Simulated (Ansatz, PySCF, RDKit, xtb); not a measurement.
# Solving SiNHBrClO, step by step, part 2 of 2

Given the formula SiNHBrClO and nothing else, which arrangement of the atoms is the most stable in the gas at 400 K, and what are its properties?

xtb, Ansatz and PySCF; isolated molecules. Earlier steps stand in the parts before.

## 12. Putting it together

Energies in kcal/mol from c778; G adds the thermal terms to the CCSD(T)/def2-SVP + MP2/def2-TZVPP - MP2/def2-SVP energy. The columns left of the relaxed level are at the tight-binding geometries.

```tsv
label	SMILES	spin	r2SCAN-D4/def2-SVP	PBE0-D3(BJ)/def2-SVP	HF/def2-SVP	MP2/def2-SVP	CCSD(T)/def2-SVP + MP2/def2-TZVPP - MP2/def2-SVP	G	share at equilibrium	T1
c778	Cl[Si@]1(Br)NO1	singlet	0.0	0.0	0.0	0.0	0.0	0.0	56.1 %	0.012
c755a	Cl[Si@]1(Br)NO1	singlet	0.9	0.1	0.1	0.2	0.2	0.2	43.9 %	0.012
c995bt	O=N[Si@H](Cl)Br	triplet	13.7	9.2	-8.5	17.7	29.4	25.3	< 0.1 %	0.013
```

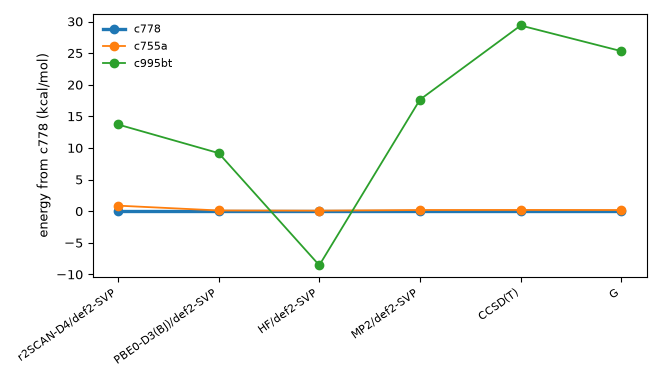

The finalists at each level, measured from c778.

Lowest found: c778, `Cl[Si@]1(Br)NO1`, a singlet of point group C1. Bond lengths: Br1–Si5 2.180 Å, Cl2–Si5 2.020 Å, N3–Si5 1.722 Å, O4–Si5 1.643 Å, N3–H6 1.026 Å. Angles: Br1–Si5–Cl2 110.8°, Br1–Si5–N3 123.0°, Br1–Si5–O4 118.4°, Cl2–Si5–N3 118.8°, Cl2–Si5–O4 120.0°, N3–Si5–O4 55.9°, Si5–N3–H6 112.7°. A long bond or contact: N3–O4 1.579 Å.

```xyz
6

Br    1.6907   -0.7945   -1.2710
Cl    0.3712    2.4019   -1.2157
N    -0.8760    0.2015    0.7854
O    -1.4731   -0.1224   -0.6399
Si    0.0505    0.4934   -0.6369
H    -0.7097   -0.7300    1.1831
```

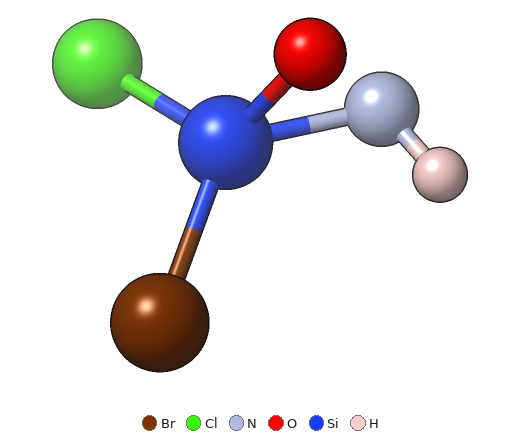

The lowest structure found, seen from a chosen angle (bromine brown, chlorine green, nitrogen light blue, oxygen red, silicon blue, hydrogen pink).

## 13. Density, orbitals and dipole (PBE0/def2-TZVPD)

File input.yaml:

```yaml
crystal:
  periodic: [false, false, false]
  atoms:
    - symbol: Br
      position_ang: [1.690719, -0.794475, -1.270950]
    - symbol: Cl
      position_ang: [0.371201, 2.401905, -1.215674]
    - symbol: "N"
      position_ang: [-0.876010, 0.201496, 0.785361]
    - symbol: O
      position_ang: [-1.473141, -0.122445, -0.639899]
    - symbol: Si
      position_ang: [0.050462, 0.493361, -0.636900]
    - symbol: H
      position_ang: [-0.709711, -0.730022, 1.183132]
basis:
  gaussian: {orbitals: def2-TZVPD}
hamiltonian: {xc: {name: PBE0}}
output: {forces: true, orbitals: {seedname: orbitals}}
```

The run is started by

```bash
ansatz run input.yaml --threads 1 --pin off --max-ram 2610MiB --events-out events.jsonl --progress --plain --runs-dir runs
```

Standard output, shortened:

```text
Warning: RAYON_NUM_THREADS=1 ignored (pool sized by the plan → 1); use --threads N
Functional definition: PBE0
  name "PBE0"
[...]
1490 factors; their error is unknown
[...]
mean field -93984.14850564 eV, -3453.8537528384 hartree, gradient 4.7e-5 eV, S^2 0.000000; 0 other end points of the search recorded, 0 dependent functions left out
[...]
reference -93984.14855329 eV, -3453.8537545894 hartree; 41, 41 occupied and 191, 191 virtual orbitals, 1490 factors
Total energy: -93984.14855329 eV, -3453.8537545894 hartree
Atom 0 at     1.690719    -0.794475    -1.270950 Å, force    -0.078692     0.076635     0.017181 eV/Å
Atom 1 at     0.371201     2.401905    -1.215674 Å, force    -0.046302    -0.301143     0.084643 eV/Å
Atom 2 at    -0.876010     0.201496     0.785361 Å, force     0.240432    -0.106608    -0.186415 eV/Å
Atom 3 at    -1.473141    -0.122445    -0.639899 Å, force     0.634255     0.256219    -0.043896 eV/Å
Atom 4 at     0.050462     0.493361    -0.636900 Å, force    -0.720416    -0.121726     0.218657 eV/Å
Atom 5 at    -0.709711    -0.730022     1.183132 Å, force    -0.029276     0.196623    -0.090171 eV/Å
Dipole moment:     0.458764    -0.119786    -0.002461 e Å
```

Wall time 48 s (1 thread of AMD EPYC (Zen 3), shared host); peak memory 0.79 GiB.

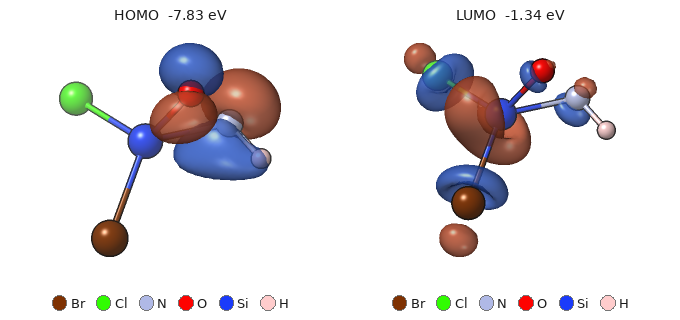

Frontier orbitals of this run, surfaces at ±0.2 Å^-3/2.

## 14. Frequencies after a tight-binding relaxation (GFN2-xTB)

File start.xyz:

```xyz
6
c778
Br     1.690719    -0.794475    -1.270950
Cl     0.371201     2.401905    -1.215674
N     -0.876010     0.201496     0.785361
O     -1.473141    -0.122445    -0.639899
Si     0.050462     0.493361    -0.636900
H     -0.709711    -0.730022     1.183132
```

The run is started by

```bash
xtb start.xyz --gfn 2 --ohess tight
```

Standard output, shortened:

```text
* xtb version 6.7.1
[...]
          :  # basis functions                  39          :
[...]
          :  # electrons                        30          :
[...]
          :  Hamiltonian                  GFN2-xTB          :
[...]
          :  net charge                          0          :
          :  unpaired electrons                  0          :
[...]
   *** convergence criteria satisfied after 17 iterations ***
[...]
   *** GEOMETRY OPTIMIZATION CONVERGED AFTER 8 ITERATIONS ***
[...]
   *** convergence criteria satisfied after 3 iterations ***
[...]
         ::                     SUMMARY                     ::
         :::::::::::::::::::::::::::::::::::::::::::::::::::::
         :: total energy             -17.897875358733 Eh    ::
         :: gradient norm              0.000472709288 Eh/a0 ::
         :: HOMO-LUMO gap              4.961763526178 eV    ::
         ::.................................................::
         :: SCC energy               -17.967176338401 Eh    ::
         :: -> isotropic ES            0.049356153072 Eh    ::
         :: -> anisotropic ES         -0.010693188734 Eh    ::
         :: -> anisotropic XC         -0.012655898728 Eh    ::
         :: -> dispersion             -0.005536637942 Eh    ::
         :: repulsion energy           0.069300979669 Eh    ::
         :: add. restraining           0.000000000000 Eh    ::
         :: total charge               0.000000000000 e     ::
         :::::::::::::::::::::::::::::::::::::::::::::::::::::
[...]
        15        2.0000           -0.4236476             -11.5280 (HOMO)
        16                         -0.2413054              -6.5663 (LUMO)
[...]
     #   Z          covCN         q      C6AA      α(0)
     1  35 Br       0.836    -0.089   187.224    22.061
     2  17 Cl       0.811    -0.145   103.584    15.569
     3   7 N        2.557    -0.239    26.263     7.611
     4   8 O        1.646    -0.321    19.383     5.943
     5  14 Si       3.225     0.612   130.686    23.831
     6   1 H        0.860     0.182     1.202     1.717
[...]
          | TOTAL ENERGY              -17.897875358772 Eh   |
          | TOTAL ENTHALPY            -17.868960708581 Eh   |
          | TOTAL FREE ENERGY         -17.908120060285 Eh   |
          | GRADIENT NORM               0.000472549755 Eh/α |
[...]
```

Run time: 0.73 s. Hardware: 1 thread of AMD EPYC (Zen 3), shared host; peak memory 0.52 GiB.

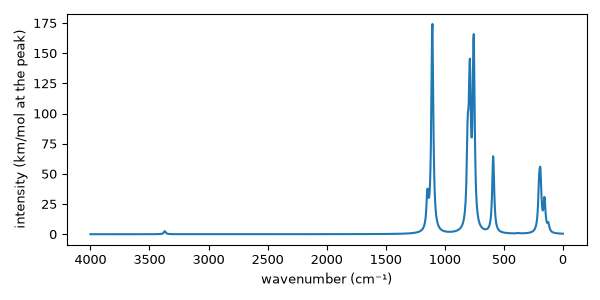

Harmonic infrared spectrum, unscaled, lines broadened by 10 cm⁻¹.

## 15. Electronic excitations (TD-B3LYP/def2-SVPD)

An in-house driver calls PySCF's response routines at TD-B3LYP/def2-SVPD; it has no typed input.

Standard output:

```text
coarse grid: 32832 points
cycle   1  E = -3453.7796478537  dE = -3.519e-01  |g| = 7.210e-01  |ddm| = 3.479e+00
cycle   2  E = -3453.3131647604  dE =  4.665e-01  |g| = 1.638e+00  |ddm| = 2.502e+00
cycle   3  E = -3453.8845146734  dE = -5.713e-01  |g| = 1.896e-01  |ddm| = 1.678e+00
cycle   4  E = -3453.8902400180  dE = -5.725e-03  |g| = 1.054e-01  |ddm| = 3.487e-01
cycle   5  E = -3453.8927458641  dE = -2.506e-03  |g| = 2.462e-02  |ddm| = 1.585e-01
cycle   6  E = -3453.8928745379  dE = -1.287e-04  |g| = 8.829e-03  |ddm| = 4.085e-02
cycle   7  E = -3453.8928934046  dE = -1.887e-05  |g| = 1.357e-03  |ddm| = 1.420e-02
cycle   8  E = -3453.8928938659  dE = -4.613e-07  |g| = 4.338e-04  |ddm| = 2.222e-03
final grid: 64320 points
cycle   9  E = -3453.8927894060  dE =  1.759e-08  |g| = 6.605e-04  |ddm| = 2.807e-03
cycle  10  E = -3453.8927891603  dE =  2.457e-07  |g| = 1.277e-03  |ddm| = 2.116e-03
cycle  11  E = -3453.8927895032  dE = -3.428e-07  |g| = 2.493e-04  |ddm| = 1.294e-03
cycle  12  E = -3453.8927895176  dE = -1.445e-08  |g| = 2.234e-05  |ddm| = 2.745e-04
cycle  13  E = -3453.8927895177  dE = -7.094e-11  |g| = 3.605e-06  |ddm| = 2.918e-05
converged SCF energy = -3453.8927895177

Static polarisability (au): isotropic 68.635, principal 55.904 71.666 78.334

Singlet excitations
state   eV       nm        f      main configurations
  1   4.8743    254.4   0.00126   H->L 0.84, H->L+1 0.13
  2   5.1067    242.8   0.01744   H->L+1 0.74, H->L 0.15
  3   6.2028    199.9   0.01835   H->L+2 0.79, H->L+1 0.10
  4   6.2765    197.5   0.00715   H-1->L 0.95
  5   6.5156    190.3   0.02330   H-2->L 0.95
  6   6.6721    185.8   0.02118   H-1->L+1 0.67, H-2->L+1 0.09, H-3->L 0.08
  7   6.7914    182.6   0.00971   H-3->L 0.68, H->L+3 0.14, H-1->L+1 0.09
  8   6.8303    181.5   0.00120   H->L+3 0.71, H-3->L 0.19

Triplet excitations (Tamm-Dancoff, eV): 4.1042 4.6725 5.6094
```

It took 28 s on 1 thread of AMD EPYC (Zen 3), shared host; peak memory 0.52 GiB.

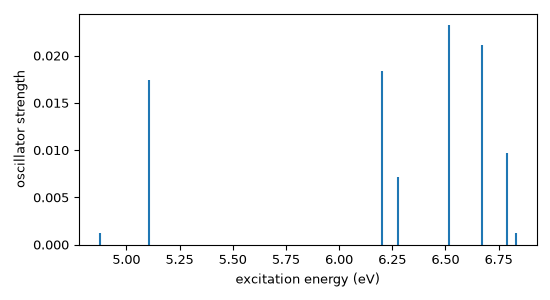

Vertical excitations as sticks.

The roots found:

```tsv
excited state	energy (eV)	strength
1	4.874	0.0013
2	5.107	0.0174
3	6.203	0.0184
4	6.277	0.0072
5	6.516	0.0233
6	6.672	0.0212
7	6.791	0.0097
8	6.830	0.0012
```

## 16. NMR shieldings (GIAO PBE0/pcSseg-1)

An in-house driver calls PySCF's response routines at GIAO PBE0/pcSseg-1; it has no typed input.

Standard output:

```text
coarse grid: 32832 points
cycle   1  E = -3453.3264629412  dE = -4.741e-01  |g| = 9.812e-01  |ddm| = 2.662e+00
cycle   2  E = -3453.0041402949  dE =  3.223e-01  |g| = 1.488e+00  |ddm| = 1.667e+00
cycle   3  E = -3453.4092479799  dE = -4.051e-01  |g| = 4.174e-01  |ddm| = 1.346e+00
cycle   4  E = -3453.4377150191  dE = -2.847e-02  |g| = 1.197e-01  |ddm| = 2.830e-01
cycle   5  E = -3453.4404165016  dE = -2.701e-03  |g| = 4.391e-02  |ddm| = 1.273e-01
cycle   6  E = -3453.4408202745  dE = -4.038e-04  |g| = 8.549e-03  |ddm| = 3.432e-02
cycle   7  E = -3453.4408342165  dE = -1.394e-05  |g| = 2.453e-03  |ddm| = 9.727e-03
cycle   8  E = -3453.4408356277  dE = -1.411e-06  |g| = 6.599e-04  |ddm| = 2.685e-03
final grid: 64320 points
cycle   9  E = -3453.4408008847  dE =  7.687e-08  |g| = 1.026e-03  |ddm| = 1.574e-03
cycle  10  E = -3453.4408004081  dE =  4.766e-07  |g| = 1.891e-03  |ddm| = 2.011e-03
cycle  11  E = -3453.4408010557  dE = -6.476e-07  |g| = 3.074e-04  |ddm| = 1.265e-03
cycle  12  E = -3453.4408010721  dE = -1.638e-08  |g| = 1.627e-05  |ddm| = 2.275e-04
cycle  13  E = -3453.4408010721  dE = -7.276e-11  |g| = 4.904e-06  |ddm| = 2.047e-05
converged SCF energy = -3453.4408010721

GIAO shielding tensors (ppm)
atom      isotropic    diamagn.    paramagn.     s11        s22        s33       span
  0 Br    2493.185    3124.963    -631.778   2037.847   2416.841   3024.866    987.019
  1 Cl     842.435    1146.921    -304.485    659.740    783.545   1084.020    424.280
  2 N       85.468     315.189    -229.721    -34.149     86.826    203.726    237.875
  3 O      181.212     391.412    -210.200     87.773    199.652    256.212    168.439
  4 Si     370.726     877.336    -506.610    300.872    349.062    462.245    161.373
  5 H       25.900      30.042      -4.141     22.587     24.121     30.993      8.406
```

It took 23 s on 1 thread of AMD EPYC (Zen 3), shared host; peak memory 0.59 GiB.

Isotropic shieldings, averaged over atoms that the bond graph makes equivalent (absolute, not shifts; non-relativistic, which misses 10 ppm and more beside bromine and heavier atoms):

```tsv
atoms	shielding (ppm)
Br1	2493.2
Cl2	842.4
N3	85.5
O4	181.2
Si5	370.7
H6	25.90
```

## 17. The cation at the same geometry (PBE0/def2-TZVPD)

File input.yaml:

```yaml
crystal:
  periodic: [false, false, false]
  atoms:
    - {symbol: Br, position_ang: [1.690719, -0.794475, -1.270950]}
    - {symbol: Cl, position_ang: [0.371201, 2.401905, -1.215674]}
    - {symbol: "N", position_ang: [-0.876010, 0.201496, 0.785361]}
    - {symbol: O, position_ang: [-1.473141, -0.122445, -0.639899]}
    - {symbol: Si, position_ang: [0.050462, 0.493361, -0.636900]}
    - {symbol: H, position_ang: [-0.709711, -0.730022, 1.183132]}
basis:
  gaussian: {orbitals: def2-TZVPD}
total_charge: 1
magnetization: {spin_polarized: true, initial_magnetization: 1}
hamiltonian: {xc: pbe0}
```

The run is started by

```bash
ansatz run input.yaml --threads 1 --pin off --max-ram 2610MiB --events-out events.jsonl --progress --plain --runs-dir runs
```

Standard output:

```text
Warning: RAYON_NUM_THREADS=1 ignored (pool sized by the plan → 1); use --threads N
Functional definition: PBE0
  name "PBE0"
  parameter a = 0.25
  parameter kappa = 0.804
  parameter beta = 0.06672455060314922
  exchange = (1 - a)*pbe_x(kappa = kappa, mu = beta*pi^2/3) + a*exact_x
  correlation = pbe_c(beta = beta)
1490 factors; their error is unknown
mean field evaluation 1: about -93959.4715 eV, gradient 5.4e1 eV
mean field evaluation 2: about -93822.1098 eV, gradient 1.6e2 eV
mean field evaluation 4: about -93967.5946 eV, gradient 4.1e1 eV
mean field evaluation 8: about -93973.7841 eV, gradient 4.1e-1 eV
mean field evaluation 16: about -93974.1373 eV, gradient 2.0e-2 eV
mean field evaluation 32: about -93972.9574 eV, gradient 1.1e1 eV
mean field -93974.13732260 eV, -3453.4858486473 hartree, gradient 2.5e-5 eV, S^2 0.759304; 2 other end points of the search recorded, 0 dependent functions left out
reference -93974.13736264 eV, -3453.4858501190 hartree; 41, 40 occupied and 191, 192 virtual orbitals, 1490 factors
Total energy: -93974.13736264 eV, -3453.4858501190 hartree
```

Run time: 1.9 min. Hardware: 1 thread of AMD EPYC (Zen 3), shared host; peak memory 0.71 GiB.

Difference from the parent: 10.01 eV.

## 18. The anion at the same geometry (PBE0/def2-TZVPD)

File input.yaml:

```yaml
basis:
  gaussian:
    orbitals: def2-TZVPD
crystal:
  periodic: [false, false, false]
  atoms:
    - symbol: Br
      position_ang: [1.690719, -0.794475, -1.270950]
    - symbol: Cl
      position_ang: [0.371201, 2.401905, -1.215674]
    - symbol: N
      position_ang: [-0.876010, 0.201496, 0.785361]
    - symbol: O
      position_ang: [-1.473141, -0.122445, -0.639899]
    - symbol: Si
      position_ang: [0.050462, 0.493361, -0.636900]
    - symbol: H
      position_ang: [-0.709711, -0.730022, 1.183132]
total_charge: -1
magnetization:
  spin_polarized: true
  initial_magnetization: 1
hamiltonian:
  xc: {name: PBE0}
scf:
  lower_state_search: off
```

The run is started by

```bash
ansatz run input.yaml --threads 1 --pin off --max-ram 2610MiB --events-out events.jsonl --progress --plain --runs-dir runs
```

Standard output, shortened:

```text
Warning: RAYON_NUM_THREADS=1 ignored (pool sized by the plan → 1); use --threads N
Functional definition: PBE0
  name "PBE0"
[...]
1490 factors; their error is unknown
[...]
mean field -93984.05248608 eV, -3453.8502241846 hartree, gradient 5.2e-6 eV, S^2 0.752049; 0 other end points of the search recorded, 0 dependent functions left out
reference -93984.05251862 eV, -3453.8502253804 hartree; 42, 41 occupied and 190, 191 virtual orbitals, 1490 factors
Total energy: -93984.05251862 eV, -3453.8502253804 hartree
Checks for a lower state left out: stability, starts, cluster_reference, orbital_swaps, neighbouring_geometries, increment
```

Wall time 64 s (1 thread of AMD EPYC (Zen 3), shared host); peak memory 0.67 GiB.

Parent less the species with the added electron: -0.10 eV. The extra electron isn't bound at this geometry, so the number measures the basis, not the molecule.

## 19. The triplet at the same geometry (PBE0/def2-TZVPD)

File input.yaml:

```yaml
crystal:
  periodic: [false, false, false]
  atoms:
    - {symbol: Br, position_ang: [1.690719, -0.794475, -1.270950]}
    - {symbol: Cl, position_ang: [0.371201, 2.401905, -1.215674]}
    - {symbol: "N", position_ang: [-0.876010, 0.201496, 0.785361]}
    - {symbol: O, position_ang: [-1.473141, -0.122445, -0.639899]}
    - {symbol: Si, position_ang: [0.050462, 0.493361, -0.636900]}
    - {symbol: H, position_ang: [-0.709711, -0.730022, 1.183132]}
basis:
  gaussian:
    orbitals: def2-TZVPD
magnetization:
  spin_polarized: true
  initial_magnetization: 2
hamiltonian:
  xc: {name: PBE0}
```

The run is started by

```bash
ansatz run input.yaml --threads 1 --pin off --max-ram 2610MiB --events-out events.jsonl --progress --plain --runs-dir runs
```

Standard output:

```text
Warning: RAYON_NUM_THREADS=1 ignored (pool sized by the plan → 1); use --threads N
Functional definition: PBE0
  name "PBE0"
  parameter a = 0.25
  parameter kappa = 0.804
  parameter beta = 0.06672455060314922
  exchange = (1 - a)*pbe_x(kappa = kappa, mu = beta*pi^2/3) + a*exact_x
  correlation = pbe_c(beta = beta)
1490 factors; their error is unknown
mean field evaluation 1: about -93957.9897 eV, gradient 6.2e1 eV
mean field evaluation 2: about -93580.3833 eV, gradient 2.1e2 eV
mean field evaluation 4: about -93968.8663 eV, gradient 5.1e1 eV
mean field evaluation 8: about -93979.6398 eV, gradient 2.3e0 eV
mean field evaluation 16: about -93980.0488 eV, gradient 6.2e-2 eV
mean field evaluation 32: about -93980.0231 eV, gradient 2.1e0 eV
mean field -93980.04879635 eV, -3453.7030913010 hartree, gradient 5.6e-5 eV, S^2 2.017463; 2 other end points of the search recorded, 0 dependent functions left out
reference -93980.04884990 eV, -3453.7030932688 hartree; 42, 40 occupied and 190, 192 virtual orbitals, 1490 factors
Total energy: -93980.04884990 eV, -3453.7030932688 hartree
```

Run time: 1.7 min. Hardware: 1 thread of AMD EPYC (Zen 3), shared host; peak memory 0.72 GiB.

It lies 4.10 eV above the singlet.

## 20. What came out

The summary covers parts 1 to 2.

| quantity | value |
| --- | --- |
| lowest structure found | Cl[Si@]1(Br)NO1, singlet, C1 |
| next finalist | Cl[Si@]1(Br)NO1, singlet, 0.2 kcal/mol higher in G |
| share at equilibrium, among the finalists | 56.1 % |
| funnel | 14 starts, 13 minima at GFN2-xTB, 13 screening runs, 3 relaxed, 3 ranked |
| CPU time of all runs | 48 min |
| harmonic wavenumbers, lowest and highest (PBE0-D3(BJ)/def2-SVP) | 154 and 3492 cm⁻¹ |
| rotational constants, same geometry | 0.09266, 0.04667, 0.03346 cm⁻¹ |
| dipole moment (PBE0/def2-TZVPD) | 2.28 D |
| HOMO energy (PBE0/def2-TZVPD) | -7.83 eV |
| LUMO energy (PBE0/def2-TZVPD) | -1.34 eV |
| HOMO–LUMO gap (PBE0/def2-TZVPD) | 6.49 eV |
| lowest excitation (TD-B3LYP/def2-SVPD) | 4.87 eV (f = 0.001) |
| strongest of the states computed, same level | 6.52 eV (f = 0.023) |
| lowest triplet excitation, same level, Tamm-Dancoff | 4.10 eV |
| vertical ionisation energy | 10.01 eV |
| vertical electron affinity | -0.10 eV (unbound: the value depends on the basis) |
| vertical triplet less singlet | +4.10 eV |

`Cl[Si@]1(Br)NO1` comes out lowest. The next finalist is drawn with the same bonds. At 0.2 kcal/mol the two aren't resolved. r2SCAN-D4/def2-SVP, PBE0-D3(BJ)/def2-SVP and MP2/def2-SVP already put its bonding pattern lowest among the structures in one piece; HF/def2-SVP favours the triplet O=N[Si@H](Cl)Br. The largest share of the time went into the vibrations (32 %). Lowest found is not proven lowest: the search is finite, and each finalist counts with one conformer. Patterns outside the rules of the enumeration were met only by chance.
